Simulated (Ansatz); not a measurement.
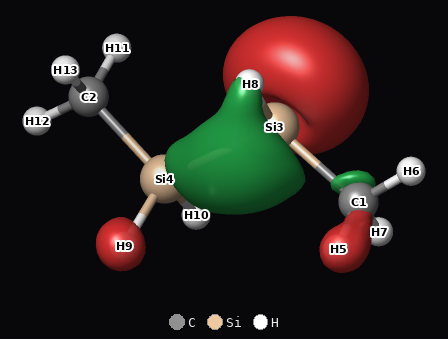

*C2H9Si2 (doublet). One frontier orbital at ±0.15 Å⁻³ᐟ² (green and red are the two phases), seen at a tilt.*

Geometry: PBE0-D3(BJ)/def2-SVP.

Level of theory: isolated molecule in a Gaussian basis; Kohn-Sham density functional theory, functional PBE0 (Ansatz).

```yaml
atoms:
  - { symbol: C, position_ang: [1.0857, -1.7509, -1.9589] }
  - { symbol: C, position_ang: [-2.0262, 1.2892, 0.8042] }
  - { symbol: Si, position_ang: [0.5251, -0.1965, -1.0428] }
  - { symbol: Si, position_ang: [-1.5499, -0.3563, 0.0179] }
  - { symbol: H, position_ang: [1.2863, -2.5705, -1.2490] }
  - { symbol: H, position_ang: [2.0086, -1.5597, -2.5273] }
  - { symbol: H, position_ang: [0.3109, -2.0893, -2.6630] }
  - { symbol: H, position_ang: [1.6045, 0.2945, -0.1214] }
  - { symbol: H, position_ang: [-1.5450, -1.4356, 1.0633] }
  - { symbol: H, position_ang: [-2.5627, -0.7575, -1.0123] }
  - { symbol: H, position_ang: [-2.0773, 2.0825, 0.0434] }
  - { symbol: H, position_ang: [-3.0080, 1.2167, 1.2964] }
  - { symbol: H, position_ang: [-1.2840, 1.5869, 1.5605] }
```

**Which orbital is it: HOMO (α) or LUMO (α)?**

The HOMO (α), at −5.66 eV. It lies mainly on Si3 (about 70 %) and Si4 (about 10 %).
